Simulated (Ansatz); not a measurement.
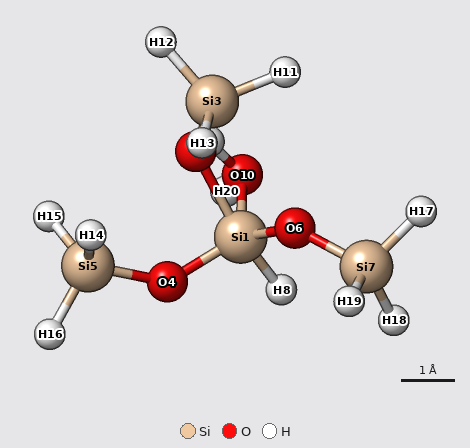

The structure (ball-and-stick view, seen at a tilt; atoms are numbered from 1 in the order of the input). Bond lengths as drawn: H–O 0.96 to 1.27 Å, H–Si 1.48 to 1.49 Å and O–Si 1.64 to 1.90 Å.

# Single-point calculation, with input and output: Si4H12O4

The run: single-point calculation of Si4H12O4. Method and program: RKS PBE0-D4/def2-TZVPP (Ansatz 0.2.0).

The geometry is a transition state. The reaction was set up to form Si1–O10 and O2–H9 and to break Si1–O2 and H9–O10 (atoms counted from 1 in the order of the input); sticks are drawn by distance alone. The geometry comes from this level: PBE0-D4/def2-TZVP.

The program's output:
```
Functional definition: PBE0
  name "PBE0"
  cite "Adamo & Barone, J. Chem. Phys. 110, 6158 (1999) doi:10.1063/1.478522"
  cite "Perdew, Burke & Ernzerhof, Phys. Rev. Lett. 77, 3865 (1996) doi:10.1103/PhysRevLett.77.3865"
  parent pbe
  parameter a = 0.25
  parameter kappa = 0.804
  parameter beta = 0.06672455060314922
  exchange = (1 - a)*pbe_x(kappa = kappa, mu = beta*pi^2/3) + a*exact_x
  correlation = pbe_c(beta = beta)
2476 factors; their error is unknown
mean field evaluation 1: about -39869.5911 eV, gradient 9.2e1 eV
mean field evaluation 2: about -39847.1543 eV, gradient 1.4e2 eV
mean field evaluation 4: about -39882.4995 eV, gradient 8.0e0 eV
mean field evaluation 8: about -39882.5919 eV, gradient 4.3e-1 eV
mean field evaluation 16: about -39882.6746 eV, gradient 2.7e-4 eV
mean field -39882.67462448 eV, -1465.6612590018 hartree, gradient 3.5e-5 eV, S^2 0.000000; 0 other end points of the search recorded, 0 dependent functions left out
reference -39882.67467188 eV, -1465.6612607437 hartree; 50, 50 occupied and 410, 410 virtual orbitals, 2476 factors
Total energy: -39883.22080082 eV, -1465.6813306122 hartree
```

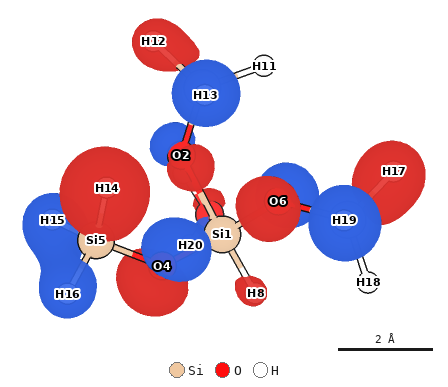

One frontier orbital at ±0.1 Å⁻³ᐟ² (blue and red are the two phases), seen face on. The HOMO−1, at −8.75 eV. Its weight (Hirshfeld) is mainly on O4 (20 %), Si5 (15 %), O6 (10 %) and H14 (10 %).

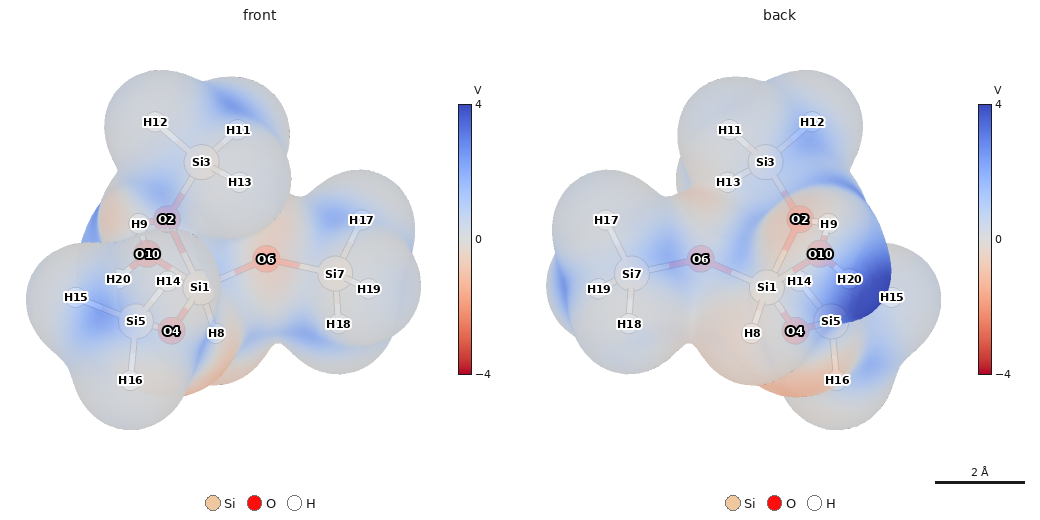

The molecular electrostatic potential painted on the density surface at 0.004 e/bohr³, seen at a tilt and from behind; the colour scale runs from red (negative) to blue (positive). A positive charge is drawn to the negative regions and a negative charge to the positive ones.

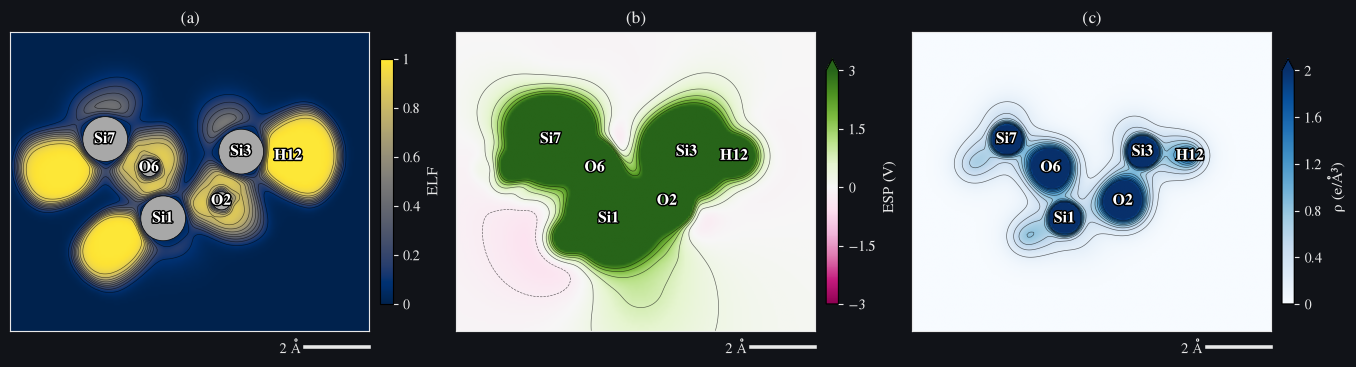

(a) ELF; (b) molecular electrostatic potential; (c) total electron density on the plane of atoms O2, Si1 and O6. Grey discs, where drawn, cover atomic cores. Atoms in the plane: Si, O and H. Si–H (1.49 Å): ρ is about 0.83 e/Å³ halfway; the ELF climbs to about 1 towards the hydrogen, as it does in any bond to H.

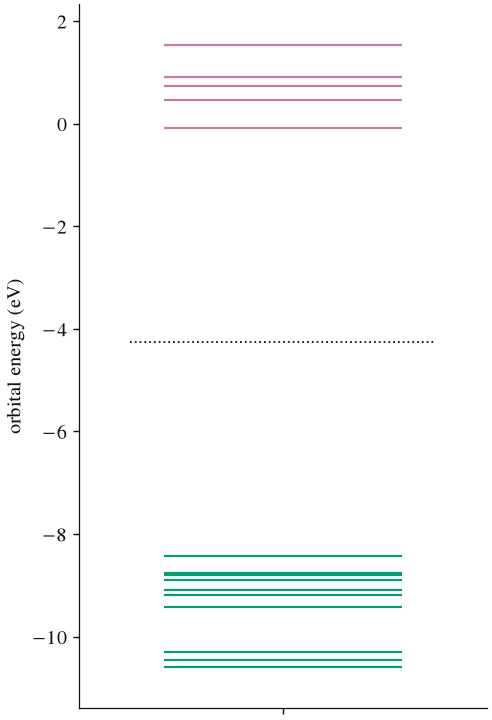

Orbital energies near the frontier; the dotted line parts filled from empty levels, and levels within 0.02 eV of each other stand side by side. Highest filled −8.43 eV, lowest empty −0.09 eV, 8.34 eV apart.

This output came from the following input.

Input file:
```yaml
crystal:
  periodic: [false, false, false]
  atoms:
    - {symbol: Si, position_ang: [-0.902326, 0.234547, 0.431382]}
    - {symbol: O, position_ang: [0.003540, 0.395742, -1.230418]}
    - {symbol: Si, position_ang: [1.083657, -0.652076, -1.922101]}
    - {symbol: O, position_ang: [-0.147286, 1.559594, 1.025167]}
    - {symbol: Si, position_ang: [1.058969, 2.556475, 0.524507]}
    - {symbol: O, position_ang: [-0.205205, -1.243469, 0.624379]}
    - {symbol: Si, position_ang: [-0.303363, -2.514696, 1.658848]}
    - {symbol: H, position_ang: [-1.993411, 0.124349, 1.442067]}
    - {symbol: H, position_ang: [-1.203526, 0.656646, -1.523366]}
    - {symbol: O, position_ang: [-2.143601, 0.545822, -0.887849]}
    - {symbol: H, position_ang: [0.454857, -1.965505, -2.213891]}
    - {symbol: H, position_ang: [1.518734, -0.035488, -3.202361]}
    - {symbol: H, position_ang: [2.257357, -0.833858, -1.036766]}
    - {symbol: H, position_ang: [2.280872, 1.800169, 0.148699]}
    - {symbol: H, position_ang: [0.616232, 3.376847, -0.633579]}
    - {symbol: H, position_ang: [1.376800, 3.458045, 1.659522]}
    - {symbol: H, position_ang: [-0.524789, -3.749693, 0.865338]}
    - {symbol: H, position_ang: [-1.421622, -2.335066, 2.620223]}
    - {symbol: H, position_ang: [0.975998, -2.629799, 2.402545]}
    - {symbol: H, position_ang: [-2.781986, 1.251515, -0.752445]}
basis:
  gaussian: {orbitals: def2-TZVPP}
hamiltonian: {xc: pbe0, dispersion: d4}
output: {orbitals: {seedname: orbitals}}
```

Run as:
```bash
ansatz run in.yaml --threads 4 --pin off --events-out ev --progress --plain --max-ram 63488MiB --backend cuda --devices 0, --max-vram 37GiB
```

Summary:

- outcome: converged
- total energy: −39883.2208 eV
- mean-field energy: −39882.6747 eV
- dispersion energy: −0.5461 eV
- SCF solution under orbital rotations: stable
- HOMO: −8.43 eV
- LUMO: −0.09 eV
- hardware: 4 CPU threads, shared host
- wall time: 4.1 s (CPU time 4.3 s)
- peak memory: 0.94 GiB
